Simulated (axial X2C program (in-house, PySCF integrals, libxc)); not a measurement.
## Relativistic diatomic calculation, with input and output: PtN⁺

System: PtN⁺, single determinant with Ω = 0.
Method: TPSS, two-component X2C with atomic mean-field Coulomb and Gaunt terms, Pt dyall-cv3z, N dyall-av3z (cores contracted) (axial X2C program (in-house, PySCF integrals, libxc)).

Input:
```
{"zs": [78, 7], "q": 1, "bas": ["dyall-cv3z", "dyall-av3z"], "levels": ["PBE0", "HF", "TPSS"], "cc": true, "r0": 1.72, "thr": -2.0, "nmax": 90, "npts": 10, "nst": 2, "ntry": 6}
```

The line is the task of a batch: nuclear charges, charge, bases, the levels to run, a first guess of the distance and further settings. This report covers TPSS with spin-orbit coupling. The log is that of the reference distance 1.634 Å.

The run was one of a batch that the task file lists, launched with:
```bash
python <driver script> task.json out
```

Log:
```
two-component X2C + atomic mean field  TPSS
basis functions 235  fitting functions 1149  grid points 5075
iter        total energy     max residual
   1     -18471.363620015     2.18e-01
   2     -18471.366240423     1.41e-01
   3     -18471.367238023     1.57e-02
   4     -18471.367756931     6.90e-02
   5     -18471.368463627     3.60e-03
   6     -18471.368529167     1.75e-03
   7     -18471.368557454     1.37e-03
   8     -18471.368561611     5.43e-04
   9     -18471.368561995     1.42e-04
  10     -18471.368562084     5.34e-05
  11     -18471.368562092     2.00e-05
converged
one-electron -25623.69402862  Coulomb 7359.54273289  exact exchange 0.00000000  xc functional -367.14797641  nuclear repulsion 176.82420879  atomic mean-field constant -16.89349874
```

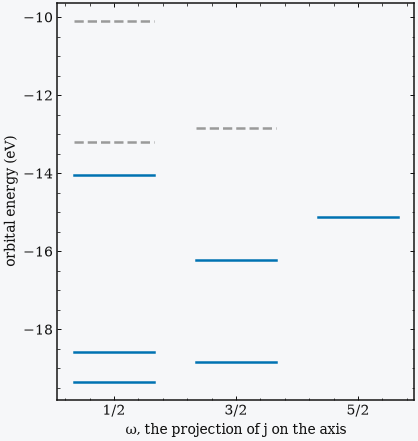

Fig. 1: Orbital energies near the frontier at 1.63 Å, filled (solid) and empty (dashed); the Kramers partners at −ω are degenerate and not drawn. The highest filled spinor (1/2; 34 % N p, 34 % Pt s) lies at −14.04 eV, the lowest empty one (1/2; 45 % N p, 32 % Pt d) at −13.20 eV.

What the run reported:

| quantity | value |
| --- | --- |
| outcome | not converged in a step after the SCF shown |
| hardware | 1 thread of Arm Neoverse V2, 24 GiB of memory available, shared host |
| wall time | 8.9 s |
| peak memory | 0.94 GiB |

Diagnosis:

The SCF whose log is shown converged, but a later step did not. The run therefore gave no full result.
